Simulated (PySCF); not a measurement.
C$_{2}$H$_{5}$NTe, SMILES `CC#N.[TeH2]`.

Level of theory: B3LYP/def2-TZVP (PySCF), at a geometry from GFN2-xTB. Core potentials replace the inner electrons of Te; spin–orbit coupling isn't included. GFN2-xTB bond lengths at metals and heavier atoms can be off by up to 0.1 Å and shapes distorted, which carries into these values.

Coordinates in Å:

```
C1      -3.8539    0.4060   -0.0047
C2      -2.5816   -0.2538    0.0025
N3      -1.5698   -0.7861    0.0077
H4      -4.6335   -0.3032   -0.2804
H5      -4.0611    0.8058    0.9873
H6      -3.8339    1.2221   -0.7263
Te7      1.1357    0.0111   -0.0012
H8       2.6139    0.7714   -0.0030
H9       0.4617    1.5145    0.0448
```

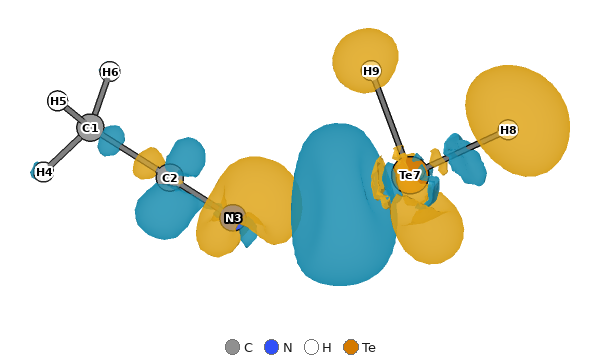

Density of the complex less the densities of the two fragments at the same geometry, ±0.005 e/Å³ (yellow: gain, teal: loss). Fragment A: H3C2N (atoms 1–6); fragment B: TeH2.

> Which way does charge flow?

Hirshfeld charges show 0.031 e passing from A to B. By Hirshfeld charges, electrons gather most on H8 (−0.037 e) and leave Te7 most (+0.018 e); 0.12 e is displaced in all, which induces a dipole of 1.41 D.

> What is the interaction energy, and which contacts carry it?

The counterpoise-corrected interaction energy of the frozen fragments is +1.9 kcal/mol without dispersion correction and −0.4 kcal/mol with D3(BJ). The pair geometry is semi-empirical, not a minimum at this level. Contacts: N3···Te7, 2.82 Å, ρ = 0.023 a.u. The pose is a local one from a semi-empirical search, not shown to be the most stable.

Cost of the run: 56 s on 1 thread of Arm Neoverse V1 (shared host), peak memory 0.76 GiB.
